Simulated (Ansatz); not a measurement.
C$_{3}$H$_{9}$AlO (SMILES CC(C)[O][AlH2])

Input file:

```
crystal:
  periodic: [false, false, false]
  atoms:
    - {symbol: C, position_ang: [-1.229671, 0.390508, 1.166634]}
    - {symbol: C, position_ang: [0.178889, 0.141727, 0.661666]}
    - {symbol: C, position_ang: [0.401126, -1.315026, 0.302317]}
    - {symbol: O, position_ang: [0.439021, 0.998713, -0.418766]}
    - {symbol: Al, position_ang: [0.794707, 0.992871, -2.061957]}
    - {symbol: H, position_ang: [-1.367571, 1.447527, 1.399843]}
    - {symbol: H, position_ang: [-1.961122, 0.107928, 0.403810]}
    - {symbol: H, position_ang: [-1.429973, -0.194382, 2.067622]}
    - {symbol: H, position_ang: [0.882149, 0.412086, 1.461964]}
    - {symbol: H, position_ang: [1.420547, -1.480290, -0.054974]}
    - {symbol: H, position_ang: [-0.290776, -1.628673, -0.485174]}
    - {symbol: H, position_ang: [0.238484, -1.955974, 1.172131]}
    - {symbol: H, position_ang: [0.938483, 2.417878, -2.725396]}
    - {symbol: H, position_ang: [0.972805, -0.364391, -2.860822]}
basis:
  gaussian: {orbitals: def2-TZVPP}
hamiltonian: {xc: pbe0, dispersion: d4}
output: {orbitals: {seedname: orbitals}}
```

Launched as:

```sh
ansatz run in.yaml --threads 4 --pin off --events-out ev --progress --plain --max-ram 10444MiB
```

Geometry: PBE0-D4/def2-TZVP.

All numbers below come from RKS PBE0-D4/def2-TZVPP (Ansatz).

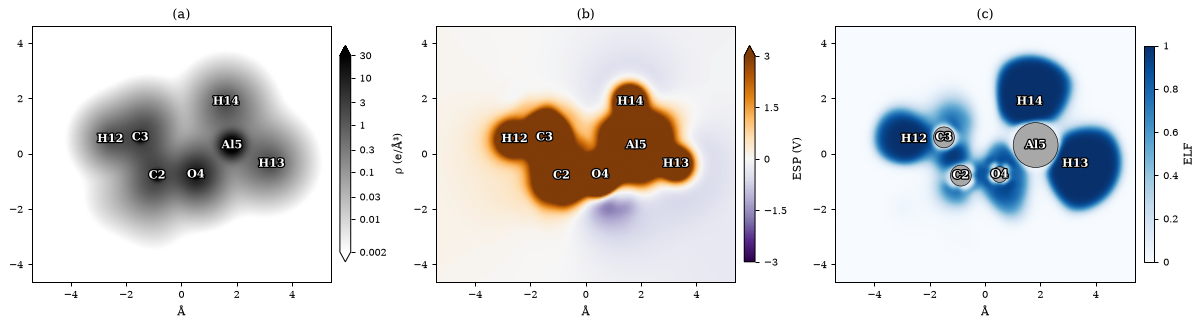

Figure 1. (a) electron density; (b) molecular electrostatic potential; (c) ELF on the plane of atoms H13, Al5 and H14. Grey discs cover the atomic cores in the ELF map.

### What does the map show?

The section cuts through C, O, Al and H sites.
C–O (1.40 Å): ρ at the midpoint is about 2.1 e/Å³, with its minimum of 1.8 e/Å³ about 0.5 Å from C; the ELF peaks at about 0.85 between the atoms: a shared but strongly polarised pair.
C–C (1.52 Å): the density is about 1.7 e/Å³ at the midpoint; the ELF peaks at about 0.95 between the atoms (localised, covalent bonding).
Al–O (1.68 Å): ρ is about 0.89 e/Å³ halfway; the ELF peaks at about 0.85 in the valence shell of O, 0.6 Å from its nucleus, and is about 0.45 at the midpoint.
C–H (1.09 Å): ρ at the midpoint is about 2 e/Å³; the ELF climbs to about 1 towards the hydrogen, as it does in any bond to H; an ordinary covalent bond to hydrogen.
Al–H (1.58 Å): ρ is about 0.57 e/Å³ halfway; the ELF climbs to about 1 towards the hydrogen.
The ELF also peaks beside O4, away from the bonds: lone-pair regions.
Outside the dense part of the molecule the potential is most negative (−1.7 V) near O4.

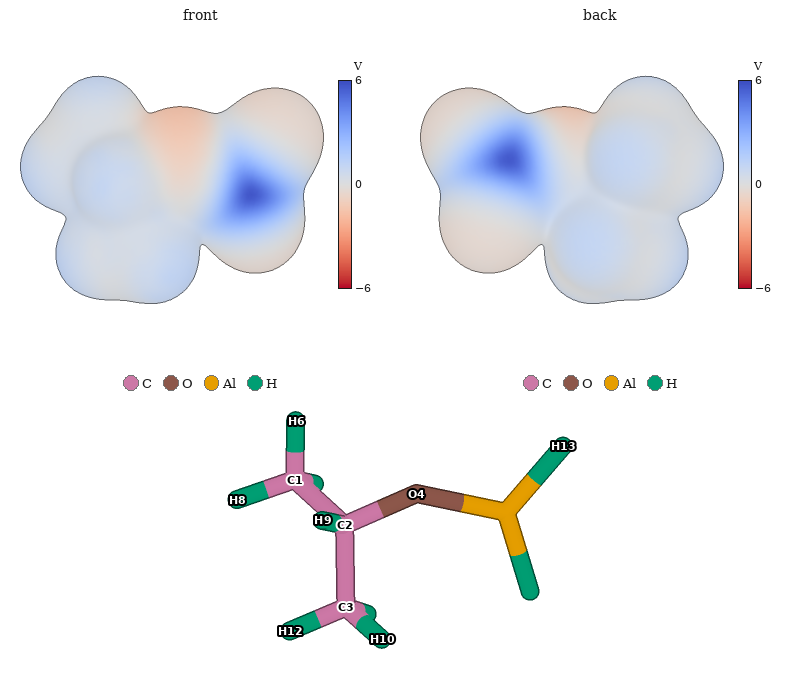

Figure 2. The molecular electrostatic potential painted on the density surface at 0.004 e/bohr³, seen from the front and from behind; the colour scale runs from red (negative) to blue (positive). The bare structure is drawn below in the same view.

### Describe the electrostatic potential map.

The most negative region (about −1.4 V, or −32 kcal/mol for a unit charge) lies over O4, the most positive (about +5.3 V, or +122 kcal/mol for a unit charge) over Al5. O4 is the likeliest acceptor of a hydrogen bond.

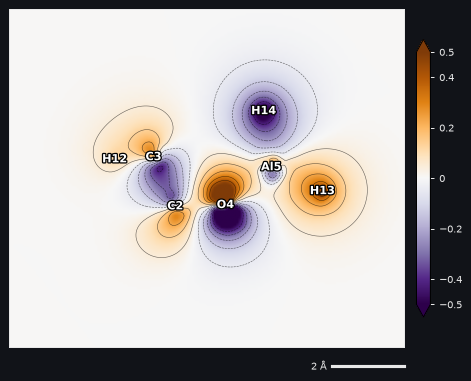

Figure 3. The HOMO on the plane of atoms H13, Al5 and H14 (values in Å⁻³ᐟ²; the overall sign is arbitrary).

### What is the character of this orbital?

Its weight (Hirshfeld) is mainly on O4 (about 35 %), H14 (about 20 %), Al5 (about 15 %), H13 (about 10 %), C2 (about 10 %) and C3 (about 5 %). Its energy is −7.82 eV.
